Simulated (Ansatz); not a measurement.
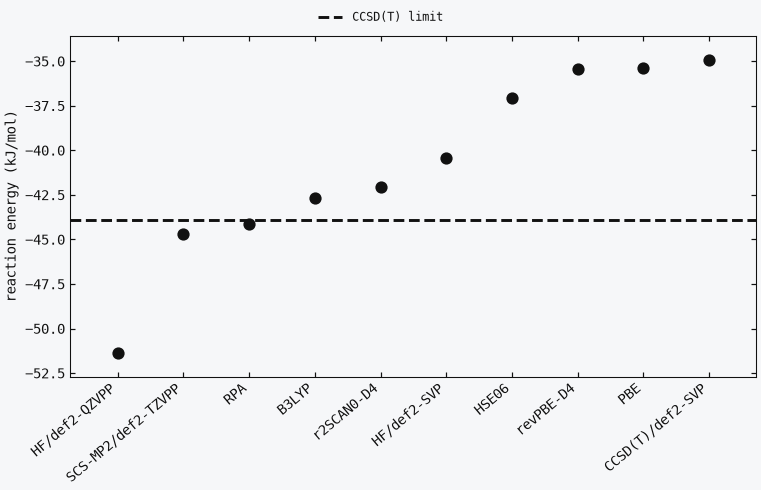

Electronic reaction energy of BSiNH₆ (B[SiH2]N) + BH₂OF (OBF) → B₂SiH₅OF (B[SiH2]OBF) + NH₃ (N) (SMILES in brackets) at several levels (functionals in def2-TZVPP unless a basis is named), isolated molecules at PBE0-D4 triple-zeta geometries, minima by their frequencies, no zero-point or thermal terms, the Ansatz code. The line is frozen-core CCSD(T) at the basis limit (MP2 extrapolated from triple and quadruple zeta, plus CCSD(T) less MP2 in a smaller set). RPA holds a correlation term that converges slowly with the basis, so part of the distance to the limit is basis error. No dispersion term is added to B3LYP, HSE06 and PBE. The distance of SCS-MP2/def2-TZVPP, HF/def2-SVP and CCSD(T)/def2-SVP to the limit includes basis error.

> Which level comes closest to the line (CCSD(T) limit), and which misses most?

Closest RPA (−44.1 kJ/mol), against −43.9 kJ/mol; farthest CCSD(T)/def2-SVP (−34.9 kJ/mol).

> Give the values.

```tsv
level	kJ/mol	less CCSD(T) limit
HF/def2-QZVPP	−51.4	−7.5
SCS-MP2/def2-TZVPP	−44.7	−0.8
RPA	−44.1	−0.2
B3LYP	−42.7	1.2
r2SCAN0-D4	−42.0	1.9
HF/def2-SVP	−40.5	3.5
HSE06	−37.0	6.9
revPBE-D4	−35.4	8.5
PBE	−35.4	8.5
CCSD(T)/def2-SVP	−34.9	9.0
CCSD(T) limit	−43.9	0.0
```

Known limits of this run: one conformer of each flexible molecule.
